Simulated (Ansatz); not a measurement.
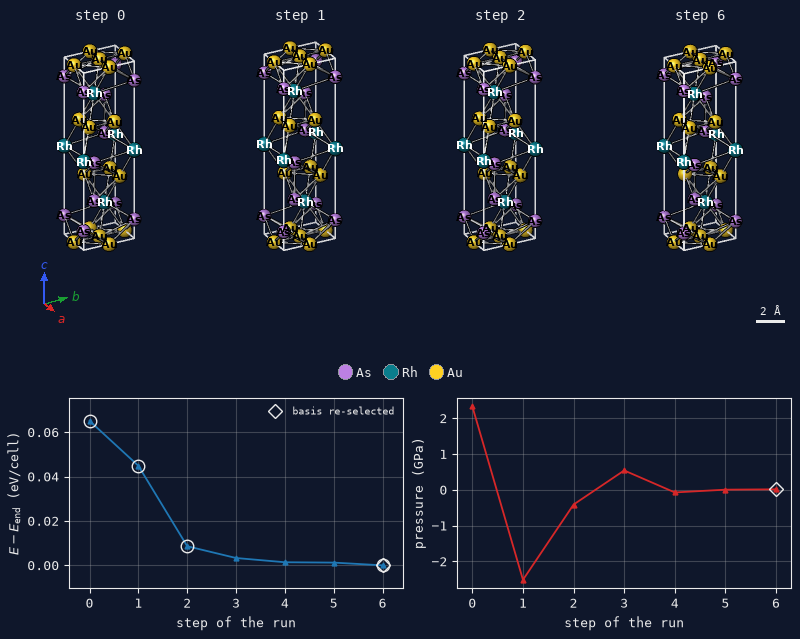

Frames of a relaxation of crystalline As2RhAu3 (built on the Mg2SiNi3-166 type type), marked on the history of the run. A ball-and-stick model of the conventional cell (3 times the calculation's cell), seen slightly off an axis. Lengths and directions refer to the drawn axes.

The calculation used DFT, r2SCAN+rVV10, plane waves, PAW (Ansatz). (plane-wave cutoff 500 eV; k-point mesh 6 × 6 × 6; occupations fermi dirac; smearing width 0.03 eV; no spin polarisation; cell and atoms relaxed; force threshold 0.01 eV/Å; at most 120 steps)

What happens along the run?

The energy falls by 65.2 meV per cell of the calculation in 5 accepted moves (6 points after the start). The largest force component goes from 0.2 to 0.0017 eV/Å. The pressure goes from 2.33 to 0.02 GPa. At 1 point the geometry stayed and the basis and grid were re-selected for the new cell (energy shift of 1.2 meV per cell of the calculation at most each time). The largest moves relative to the cell, 0.14 Å, are those of As atoms. Au and Rh stay in place. Cell: a = b 5.318 → 5.407 Å (+1.7 %), c 13.375 → 13.344 Å (−0.2 %). Volume +3.1 %. Some distances before and after: As–As 2.878 → 2.588 Å, As–Rh 3.171 → 3.257 Å, Au–Au 2.659 → 2.703 Å, As–Au 3.024 → 2.997 Å. The space group stays R-3m (No. 166). The run took 75 s on 2 threads of Intel(R) Xeon(R) Platinum 8488C (Sapphire Rapids) (shared host), peak memory 1.1 GiB. From step 0 to 1: As atoms move most (0.07 Å), volume +4.2 %, energy −20.3 meV per cell of the calculation. From step 1 to 2: As atoms move most (0.06 Å), volume −1.0 %, energy −36.3 meV per cell of the calculation. From step 2 to 6: As atoms move most (0.02 Å), energy −8.6 meV per cell of the calculation.

```tsv
step	E − E(0), meV/atom	largest force component, eV/Å	pressure, GPa	volume, Å³/atom	note
0	0.00	0.2049	2.33	18.201	
1	-3.38	0.2521	-2.51	18.970	
2	-9.42	0.0561	-0.41	18.783	
3	-10.31	0.1071	0.54	18.733	
4	-10.63	0.0284	-0.07	18.766	
5	-10.65	0.0018	0.01	18.769	
6	-10.86	0.0017	0.02	18.769	same geometry, new basis
```
